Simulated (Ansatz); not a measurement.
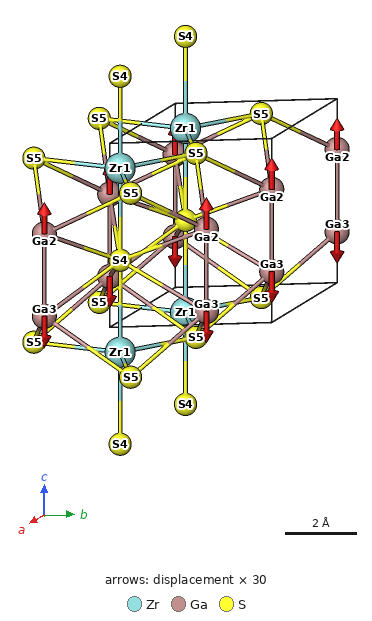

This is a relaxation of solid ZrGa2S2 (a generated structure, set up in P-6m2). The starting structure is drawn; red arrows show the displacements (the part carried along by the change of the cell is left out), 30 times their true length.

The picture is a ball-and-stick view of the cell of the calculation, repeated 2 × 1 × 1 with one cell outlined, seen slightly off an axis.

The calculation used DFT PBE, scalar-relativistic, plane waves, PAW (Ansatz).

Input file:
```yaml
crystal:
  lattice:
    - [4.6148896941, -3.2e-09, 0.0]
    - [-2.3074448443, 3.9966117124, 0.0]
    - [0.0, 0.0, 5.4029447883]
  atoms:
    - { symbol: Zr, position: [0.6666666667, 0.3333333333, 0.0] }
    - { symbol: Ga, position: [0.0, 0.0, 0.7239985692] }
    - { symbol: Ga, position: [0.0, 0.0, 0.2760014308] }
    - { symbol: S, position: [0.6666666667, 0.3333333333, 0.5] }
    - { symbol: S, position: [0.3333333333, 0.6666666667, 0.0] }
basis:
  ecutwfc: 420
kpoints:
  mp_grid: { grid: [12, 12, 8] }
hamiltonian:
  xc: pbe
scf:
  occupations: { method: gaussian, width: 0.1 }
output:
  forces: true
  stress: true
  eigenvalues: true
  write_density: true
  write_potential: true
  elf: true
  volumetric_format: npy
relax:
  adjacent_minimum: "off"
  f_tol: 0.01
  max_steps: 80
  cell: { stress_tol: 0.05 }
```

Command:
```bash
ansatz run input.yaml --threads 1 --pin off --max-ram 2560MiB --backend cpu --events-out ev --progress --plain --runs-dir out
```

> Atoms of which element are displaced furthest, and by how much?

Gallium: up to 0.031 Å, against 0.000 Å for sulfur.

> Describe the change and its energy.

The largest moves relative to the cell, 0.031 Å, are those of Ga2 and Ga3. Ga2 goes along +c. S and Zr stay in place. Cell: a = b 4.615 → 4.680 Å (+1.4 %), c 5.403 → 5.280 Å (−2.3 %). Volume +0.5 %. Some distances before and after: Zr1–S4 2.701 → 2.640 Å, Zr1–S5 2.664 → 2.702 Å, Ga2–S4 2.926 → 2.962 Å, Ga2–Ga3 2.421 → 2.428 Å. The space group stays P-6m2 (No. 187). Over 4 accepted moves (7 points after the start) the energy falls by 0.4 meV per atom. Largest force component: 0.0068 eV/Å at the start, 0.0073 eV/Å at the end. The pressure goes from 0.04 to 0.02 GPa. The line search rejected the trial steps at points 4, 5 of the run. At 1 point the geometry stayed and the basis and grid were re-selected for the new cell (energy shift of less than 0.05 meV per atom at most each time). Cost: 4.2 min on 1 thread of Arm Neoverse V2, with other jobs on the host, peak memory 0.52 GiB.
